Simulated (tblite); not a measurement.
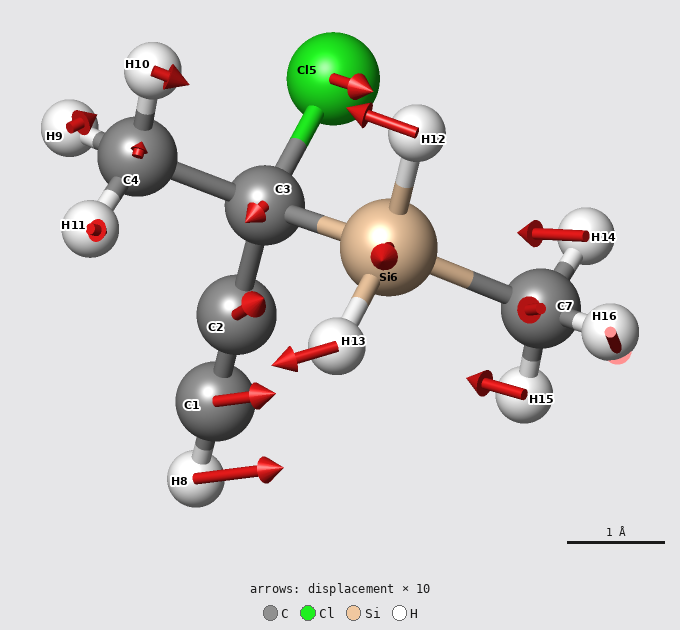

This is a relaxation of C5H9ClSi. The starting structure is drawn; red arrows show the displacements, 10 times their true length. The two geometries are superimposed by the best rigid fit.

The picture is a ball-and-stick view, seen from a free direction.

Level of theory: GFN2-xTB geometry optimisation, gas phase (tblite 0.8.0). 

Question: Which element moves most?

Answer: Hydrogen: up to 0.11 Å, against 0.08 Å for carbon.

Question: What happened in the run?

Answer: Over 46 geometry steps the energy falls by 3.62 kcal/mol. The largest move after the best rigid fit is that of H8, 0.11 Å. Largest moves by element: H 0.11 Å, C 0.08 Å, Si 0.08 Å, Cl 0.06 Å. Some distances before and after: C2–C3 1.496 → 1.436 Å, C3–Si6 1.885 → 1.933 Å, Si6–C7 1.859 → 1.891 Å, Si6–H12 1.493 → 1.465 Å. Bond angles that change, for instance: H12–Si6–H13 106.0° → 110.8°, C3–Si6–C7 113.0° → 108.5°, C3–Si6–H12 110.0° → 106.2°. Cost: 0.56 s on 1 thread of Arm Neoverse N1, on a shared host.
